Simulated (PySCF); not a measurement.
**What a change does: excited-state calculation on Si₂H₄ClF**

System: Si₂H₄ClF, SMILES F[SiH2][SiH2]Cl.
Method of the first run: TDDFT HF/def2-SVPD, vertical, gas phase, core orbitals frozen in the response (PySCF 2.14.0).

The geometry comes from this level: PBE0-D3(BJ)/def2-SVP. Text and figures count atoms from 1; the logs count them from 0 in places.

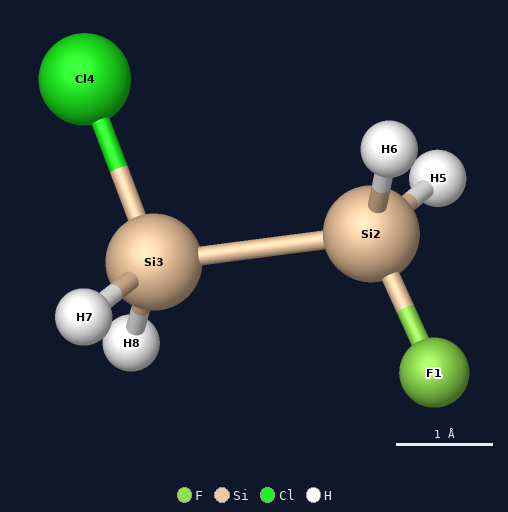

Fig. 1: The structure as given in the input (ball-and-stick view, seen at a tilt; atoms are numbered from 1 in the order of the input). Bond lengths as drawn: Cl–Si 2.08 Å, F–Si 1.63 Å, H–Si 1.49 Å and Si–Si 2.34 Å.

### Input, the first run
```
{"job": {"kind": "uv", "xc": "HF", "basis": "def2-SVPD", "ip": true}, "charge": 0, "multiplicity": 1}
F     -1.824949    -1.297621    -0.693316
Si    -1.172367    -0.032532     0.103917
Si     1.150564    -0.081875    -0.184278
Cl     1.852760     1.584747     0.845049
H     -1.523159    -0.146828     1.548554
H     -1.740804     1.226811    -0.455934
H      1.546340     0.035063    -1.617106
H      1.771491    -1.305397     0.399352
```

The first line tells a small driver script what to run in PySCF; the rest is the geometry in Å.

Launched with:
```bash
OMP_NUM_THREADS=1 python <driver script> task.json out
```

Hardware: 1 CPU thread, shared host.

### Output (the first run)
```
final grid: 68696 points
cycle   1  E = -1138.7610219680  dE = -1.021e-01  |g| = 5.281e-01  |ddm| = 2.844e+00
cycle   2  E = -1138.8252262224  dE = -6.420e-02  |g| = 2.970e-01  |ddm| = 9.878e-01
cycle   3  E = -1138.8421793349  dE = -1.695e-02  |g| = 5.043e-02  |ddm| = 2.858e-01
cycle   4  E = -1138.8431432593  dE = -9.639e-04  |g| = 1.357e-02  |ddm| = 1.437e-01
cycle   5  E = -1138.8432227570  dE = -7.950e-05  |g| = 2.508e-03  |ddm| = 4.246e-02
cycle   6  E = -1138.8432263757  dE = -3.619e-06  |g| = 6.542e-04  |ddm| = 7.645e-03
cycle   7  E = -1138.8432267334  dE = -3.577e-07  |g| = 1.566e-04  |ddm| = 1.946e-03
cycle   8  E = -1138.8432267557  dE = -2.232e-08  |g| = 3.869e-05  |ddm| = 4.836e-04
cycle   9  E = -1138.8432267572  dE = -1.515e-09  |g| = 1.179e-05  |ddm| = 1.258e-04
cycle  10  E = -1138.8432267574  dE = -1.482e-10  |g| = 3.584e-06  |ddm| = 4.075e-05
converged SCF energy = -1138.8432267574

Static polarisability (au): isotropic 63.692, principal 57.172 63.399 70.504

Singlet excitations
state   eV       nm        f      main configurations
  1   6.8729    180.4   0.01765   H->L 0.84
  2   8.1253    152.6   0.04883   H->L+3 0.77, H-1->L 0.08
  3   8.3606    148.3   0.02644   H-1->L 0.59, H-1->L+2 0.10, H->L+3 0.08
  4   8.7511    141.7   0.00877   H->L+1 0.38, H->L+4 0.17, H->L+6 0.15
  5   8.8800    139.6   0.28258   H->L+1 0.33, H->L+2 0.24, H->L+6 0.10
  6   9.0228    137.4   0.02780   H-2->L 0.71, H-2->L+6 0.11
  7   9.2788    133.6   0.18389   H-3->L 0.25, H->L+2 0.21, H->L+4 0.12
  8   9.5878    129.3   0.29828   H->L+6 0.32, H-3->L 0.15, H->L+2 0.12
  9   9.7860    126.7   0.04958   H-1->L+1 0.67
 10   9.9696    124.4   0.00504   H-5->L 0.39, H-1->L+2 0.17

Triplet excitations (Tamm-Dancoff, eV): 5.8163 6.6583 7.7280 7.7647
Vertical ionisation energy (delta-SCF) = 10.2803 eV
```

For the second run the input was changed thus:
```diff
-"xc": "HF"
+"xc": "B3LYP"
```

How does the second run compare with the first run?

The total energies belong to different methods, so their difference says nothing on which is more stable or more accurate. The HOMO goes from −11.28 to −8.20 eV. The LUMO goes from 1.78 to −1.47 eV. The lowest excitation goes from 6.87 to 5.70 eV. The strongest computed line goes from 9.59 to 7.86 eV. The method changes from HF to B3LYP. The SCF takes 11 iterations against 10.

### Output (the second run)
```
coarse grid: 8440 points
cycle   1  E = -1141.0092683070  dE =  3.852e-02  |g| = 5.399e-01  |ddm| = 3.064e+00
cycle   2  E = -1140.9015183515  dE =  1.077e-01  |g| = 9.677e-01  |ddm| = 1.339e+00
cycle   3  E = -1141.0656130124  dE = -1.641e-01  |g| = 6.241e-02  |ddm| = 7.900e-01
cycle   4  E = -1141.0663743779  dE = -7.614e-04  |g| = 2.937e-02  |ddm| = 1.251e-01
cycle   5  E = -1141.0666181451  dE = -2.438e-04  |g| = 3.759e-03  |ddm| = 4.142e-02
cycle   6  E = -1141.0666222643  dE = -4.119e-06  |g| = 7.528e-04  |ddm| = 7.159e-03
final grid: 68696 points
cycle   7  E = -1141.1946170929  dE = -4.993e-06  |g| = 2.305e-03  |ddm| = 1.900e-02
cycle   8  E = -1141.1946164013  dE =  6.916e-07  |g| = 3.033e-03  |ddm| = 5.819e-03
cycle   9  E = -1141.1946182721  dE = -1.871e-06  |g| = 4.181e-04  |ddm| = 3.107e-03
cycle  10  E = -1141.1946183054  dE = -3.328e-08  |g| = 6.405e-05  |ddm| = 4.922e-04
cycle  11  E = -1141.1946183064  dE = -9.754e-10  |g| = 2.329e-05  |ddm| = 1.104e-04
converged SCF energy = -1141.1946183064

Static polarisability (au): isotropic 70.055, principal 61.343 69.155 79.667

Singlet excitations
state   eV       nm        f      main configurations
  1   5.6960    217.7   0.00699   H->L 0.99
  2   6.4549    192.1   0.00304   H-1->L 0.98
  3   7.1337    173.8   0.00624   H-2->L 0.52, H->L+1 0.45
  4   7.2050    172.1   0.03652   H->L+1 0.49, H-2->L 0.47
  5   7.2987    169.9   0.07929   H-3->L 0.37, H->L+2 0.26, H->L+3 0.18
  6   7.3131    169.5   0.01522   H->L+2 0.59, H->L+3 0.35
  7   7.3889    167.8   0.00985   H-3->L 0.52, H->L+3 0.39
  8   7.8567    157.8   0.13003   H->L+4 0.70, H-1->L+1 0.12
  9   7.9440    156.1   0.10994   H-1->L+1 0.83
 10   8.0108    154.8   0.02074   H-1->L+2 0.91

Triplet excitations (Tamm-Dancoff, eV): 5.1301 6.1896 6.2686 6.7474
Vertical ionisation energy (delta-SCF) = 10.3969 eV
Vertical electron affinity (delta-SCF) = -0.2902 eV
```

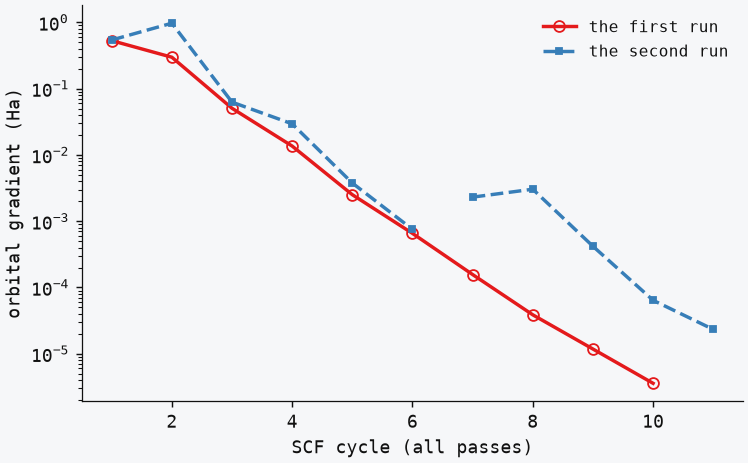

Fig. 2: Convergence of the two runs: orbital gradient against the SCF cycle. A break in a curve parts two SCF passes (coarse and final grid). The first run takes 10 cycles in all, and the second run takes 11.

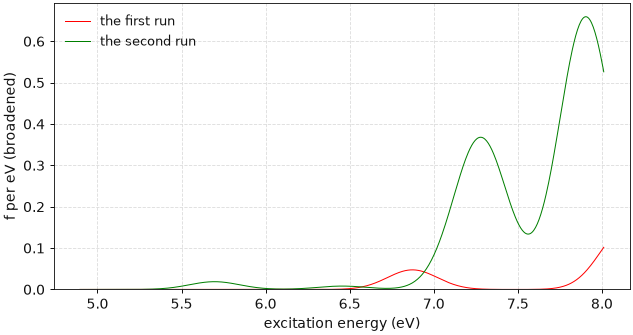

Fig. 3: Absorption of the two runs from their computed states, each broadened by a Gaussian of 0.35 eV full width; the range ends where the shorter list of states ends.

### The two runs side by side

| quantity | the first run | the second run |
| --- | --- | --- |
| outcome | converged | converged |
| total energy (hartree) | −1138.843227 | −1141.194618 |
| HOMO (eV) | −11.28 | −8.20 |
| LUMO (eV) | 1.78 | −1.47 |
| dipole moment (D) | 0.14 | 0.12 |
| lowest excitation (eV) | 6.87 | 5.70 |
| SCF iterations | 10 | 11 |
| strongest computed line (eV) | 9.59 | 7.86 |
| basis functions | 130 | 130 |
| wall time (shared host) | 6 s | 48 s |
